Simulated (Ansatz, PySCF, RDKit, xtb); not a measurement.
NH3 (SMILES N) and SiH4 (SMILES [SiH4]) are pulled apart as rigid monomers along the line of their centres of mass, from the B3LYP-D3(BJ)/def2-TZVP minimum. Starting geometry (charge 0, multiplicity 1):
```xyz
9

N      0.070     0.164    -0.007
H     -0.744     0.643     0.360
H      0.038    -0.793     0.325
H      0.890     0.601     0.394
Si    -0.012     0.031     3.637
H      1.223     0.719     3.199
H     -0.045    -0.023     5.116
H     -0.032    -1.346     3.095
H     -1.194     0.774     3.146
```

Interaction energies with rigid monomers; basis-set methods are counterpoise corrected unless marked otherwise.

Correlated levels freeze the cores.

Run with Ansatz (an electronic-structure program); PySCF for the dispersion terms; RDKit for the force fields; xtb for the GFN methods. Each number belongs to the level named beside it.

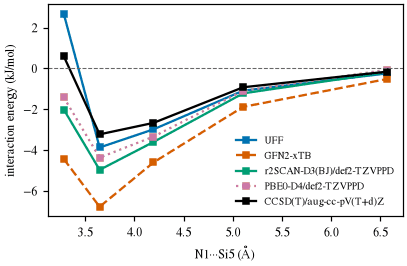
*Interaction energy against separation*

Task: Which level binds most strongly at N1···Si5 = 3.65, and by how much?

Result: GFN2-xTB, -7 kJ/mol.
